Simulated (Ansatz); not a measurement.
The starting structures come from a database of crystals and need not be the phases stable at ambient conditions.

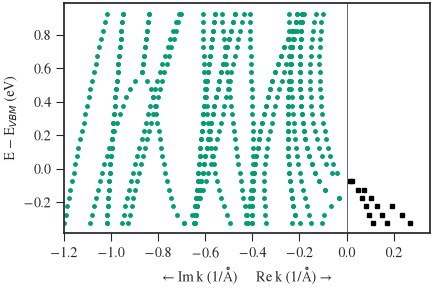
Fig. 1. Complex bands at the centre of the two-dimensional zone; Ansatz (a first-principles code) with PBEsol

No gap correction and no spin-orbit coupling; mid-gap values are interpolated between computed energies.

**Question.** This is Ba4Sb2O (I4/mmm, not sure to be the ambient phase, 7 atoms a cell, 37.1 Å³ an atom, -2 GPa at this level) along the normal of (110). Read off the slowest decay at the centre of the two-dimensional zone at 0.33 eV, the computed energy nearest the middle of the gap.

**Answer.** κ ≈ 0.10 1/Å, a decay length 1/(2κ) of the density of 4.9 Å.
